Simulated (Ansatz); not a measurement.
As3Ga2 (doublet)

Input

```
crystal:
  periodic: [false, false, false]
  atoms:
    - {symbol: Ga, position_ang: [0.181308, -1.732368, 0.016168]}
    - {symbol: Ga, position_ang: [-1.681928, -0.343859, -0.861121]}
    - {symbol: As, position_ang: [-0.625872, 0.935044, 1.136165]}
    - {symbol: As, position_ang: [1.619805, 0.110086, 0.820844]}
    - {symbol: As, position_ang: [0.506687, 1.031098, -1.112066]}
basis:
  gaussian: {orbitals: def2-TZVP, initial_orbitals: start.molden}
magnetization: {spin_polarized: true, initial_magnetization: 1}
hamiltonian: {xc: pbe0, dispersion: d4}
scf: {omitted_lower_state_checks: [starts]}
output: {forces: true, orbitals: {seedname: orbitals}}
```

Run with:

```sh
ansatz run in.yaml --threads 4 --pin off --events-out ev --progress --plain --max-ram 4787MiB
```

Geometry: r2SCAN-D4/def2-SVP.

The calculation used UKS PBE0-D4/def2-TZVP in Ansatz.

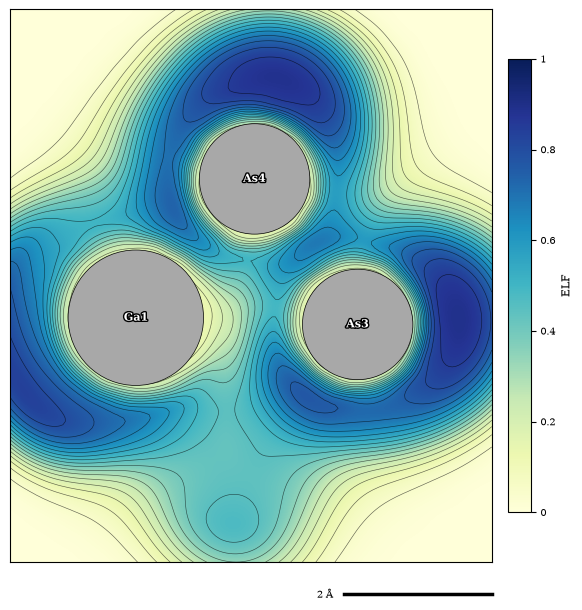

Figure 1. ELF on the plane of atoms Ga1, As4 and As3. Grey discs cover the atomic cores.

**Read the bonding off the picture.**

- The plane passes through Ga and As nuclei.
- As–As (2.41 Å): the ELF peaks at about 0.65 between the atoms.
- Ga–As (2.47 Å): the ELF peaks at about 0.65 in the valence shell of As, 1.1 Å from its nucleus, and is about 0.60 at the midpoint.
- The ELF also peaks beside As3 and As4, away from the bonds: non-bonding electrons, paired or unpaired.

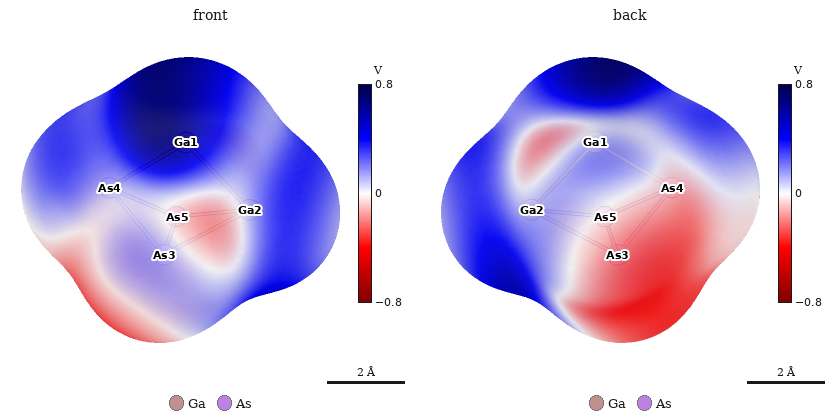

Figure 2. The electrostatic potential painted on the density surface at 0.001 e/bohr³, seen from the front and from behind; the colour scale runs from red (negative) to blue (positive).

**Where is the surface potential most negative and most positive?**

The most negative region (about −0.4 V) lies over As3 and As5, the most positive (about +0.7 V) over Ga1.
